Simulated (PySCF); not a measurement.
# GaNH3F (SMILES [NH2][GaH][F]) at 6 levels

Wanted: a comparison of 6 runs (B3LYP/6-31G*, PBE0/def2-SVP, TPSSh/aug-cc-pVDZ, TPSS/def2-TZVP, TPSSh/def2-TZVP) of GaNH3F. The job is set up through a Python script.

Program for the calculation: PySCF 2.14.0.

## 1. The system as given

GaNH3F: 6 atoms, total charge 0, spin state singlet. SMILES: `[NH2][GaH][F]`. Geometry: a GFN2-xTB relaxation, a rough one for these elements and not checked as a minimum.

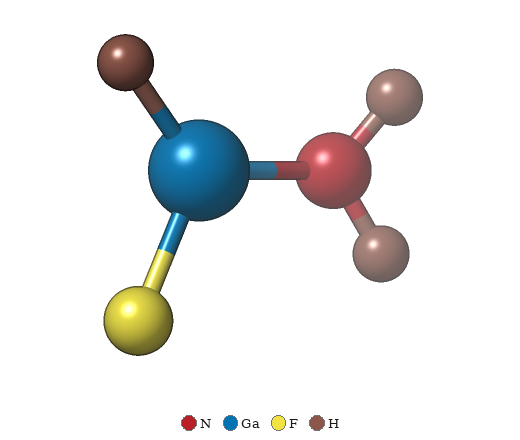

Viewed from a chosen angle; nitrogen red, gallium blue, fluorine yellow, hydrogen brown.

## 2. Energy and forces at B3LYP/6-31G(d) (spherical functions) (run 1)

Input file calc.py:

```python
from pyscf import gto, dft

mol = gto.M(
    atom='''
N     -0.697790     0.231100    -0.723710
Ga     0.403260    -0.094600     0.689280
F      1.149290    -1.664870     0.653660
H     -1.011610     1.151980    -1.000660
H     -0.562460    -0.341490    -1.551780
H      0.719320     0.717880     1.933200
''',
    basis='6-31g*',
    charge=0,
    verbose=4,
    max_memory=1860,
)

ks = dft.RKS(mol)
ks.xc = 'b3lyp'
ks.conv_tol = 1e-10
ks.grids.level = 5
ks.kernel()
if not ks.converged:
    ks = ks.newton().run(ks.mo_coeff, ks.mo_occ)

e_final = ks.e_tot
print('E(%s) = %.9f' % ('B3LYP', e_final))
grad = ks.nuc_grad_method().kernel()
dip = ks.dip_moment()
pop, q = ks.mulliken_pop()
```

On the command line:

```bash
$ OMP_NUM_THREADS=1 python calc.py
```

The program printed:

```text
PySCF version 2.14.0

[... 74 lines left out ...]
converged SCF energy = -2081.0638872775
[... 14 lines left out ...]
Dipole moment(X, Y, Z, Debye): -0.78555,  2.32800, -1.14694
[... 73 lines left out ...]
charge of    5H =      0.07894
```

Wall time 28 s (1 thread of Intel Xeon at 2.70GHz, shared host); peak memory 0.65 GiB.

## 3. Energy and gradient at B3LYP/6-31G(d) (Cartesian functions) (run 2)

Input file run.py:

```python
from pyscf import gto, dft

mol = gto.Mole()
mol.atom = '''
N   -0.697790   0.231100  -0.723710
Ga   0.403260  -0.094600   0.689280
F    1.149290  -1.664870   0.653660
H   -1.011610   1.151980  -1.000660
H   -0.562460  -0.341490  -1.551780
H    0.719320   0.717880   1.933200
'''
mol.charge = 0
mol.basis = '6-31g*'
mol.spin = 0
mol.cart = True
mol.max_memory = 1860
mol.verbose = 4
mol.build()

mf = dft.RKS(mol, xc='b3lyp')
mf.conv_tol = 1e-10
mf.grids.level = 5
mf.kernel()
if not mf.converged:
    mf = mf.newton().run(mf.mo_coeff, mf.mo_occ)

e_tot = mf.e_tot
print('Final energy', e_tot)
grad = mf.nuc_grad_method().kernel()
mf.analyze()
```

On the command line:

```bash
$ OMP_NUM_THREADS=1 python run.py
```

The program printed:

```text
PySCF version 2.14.0

[... 99 lines left out ...]
MO #1   energy= -372.570987380643  occ= 2
[... 13 lines left out ...]
MO #15  energy= -0.843181764469485 occ= 2
[... 13 lines left out ...]
MO #29  energy= 0.0739040675616573 occ= 0
[... 13 lines left out ...]
MO #43  energy= 0.857950046522372  occ= 0
[... 13 lines left out ...]
MO #57  energy= 1.98025866738605   occ= 0
[... 13 lines left out ...]
MO #71  energy= 73.8159499644534   occ= 0
[... 80 lines left out ...]
Dipole moment(X, Y, Z, Debye): -0.77440,  2.30688, -1.15261
```

Wall time 27 s (1 thread of Intel Xeon at 2.70GHz, shared host); peak memory 0.7 GiB.

Runs 3 to 5 aren't shown in full; the table further down has their settings and results.

## 4. Energy and gradient at TPSSh/def2-TZVP (run 6)

Input file calc.py:

```python
from pyscf import gto, dft

mol = gto.M(
    atom='''
N     -1.318632     0.436716    -1.367614
Ga     0.762051    -0.178768     1.302550
F      2.171843    -3.146148     1.235238
H     -1.911666     2.176927    -1.890973
H     -1.062895    -0.645323    -2.932439
H      1.359318     1.356597     3.653219
''',
    basis='def2-tzvp',
    unit='bohr',
    max_memory=1860,
    verbose=3,
)

calc0 = dft.RKS(mol, xc='tpssh')
calc0.grids.level = 5
calc0.conv_tol = 1e-10
calc0.kernel()
if not calc0.converged:
    calc0 = calc0.newton().run(calc0.mo_coeff, calc0.mo_occ)

e_tot = calc0.e_tot
print('E(%s) = %.9f' % ('TPSSH', e_tot))
grad = calc0.nuc_grad_method().kernel()
calc0.analyze()
```

On the command line:

```bash
$ OMP_NUM_THREADS=1 python calc.py
```

The program printed:

```text
converged SCF energy = -2081.35834974432
[... 28 lines left out ...]
MO #18  energy= -0.76718674445241  occ= 2
[... 21 lines left out ...]
MO #40  energy= 0.369561616842105  occ= 0
[... 21 lines left out ...]
MO #62  energy= 1.14251872253327   occ= 0
[... 21 lines left out ...]
MO #84  energy= 2.42206146035804   occ= 0
[... 21 lines left out ...]
MO #106 energy= 4.49166153051156   occ= 0
[... 21 lines left out ...]
MO #128 energy= 56.9326529759266   occ= 0
[... 7 lines left out ...]
Dipole moment(X, Y, Z, Debye): -0.82687,  2.32624, -1.02044
```

Wall time 90 s (1 thread of Intel Xeon at 2.70GHz, shared host); peak memory 1.4 GiB.

## 5. Overview of the runs

| run | level | Cartesian functions | energy (Eh) | dipole moment (D) | HOMO energy (eV) | LUMO energy (eV) | wall time |
| --- | --- | --- | --- | --- | --- | --- | --- |
| 1 | B3LYP/6-31G* (spherical functions) | no | -2081.063887 | 2.71 | -7.26 | -0.67 | 28 s |
| 2 | B3LYP/6-31G* (Cartesian functions) | yes | -2081.072410 | 2.69 | -7.25 | -0.65 | 27 s |
| 3 | PBE0/def2-SVP | no | -2080.525571 | 2.81 | -7.61 | -0.37 | 34 s |
| 4 | TPSSh/aug-cc-pVDZ | no | -2081.280184 | 2.68 | -7.08 | -1.03 | 61 s |
| 5 | TPSS/def2-TZVP | no | -2081.387339 | 2.64 | -6.45 | -1.14 | 81 s |
| 6 | TPSSh/def2-TZVP | no | -2081.358350 | 2.67 | -7.00 | -0.84 | 90 s |

## 6. Outcome

| quantity | value |
| --- | --- |
| run 6: total energy | -2081.35835 Eh |
| run 6: dipole moment | 2.67 D |
| run 6: HOMO energy | -7.00 eV |
| run 6: LUMO energy | -0.84 eV |
| run 6: HOMO–LUMO gap | 6.16 eV |
| run 6: largest force on an atom | 0.759 eV/Å |

In words: The dipole moment (its size) runs from 2.64 D (TPSS/def2-TZVP) to 2.81 D (PBE0/def2-SVP). The two ends differ in method and basis. The HOMO–LUMO gap runs from 5.31 eV (TPSS/def2-TZVP) to 7.24 eV (PBE0/def2-SVP). Totals of different functionals can't be ranked against each other. All runs together took 5.4 min, the longest 90 s.
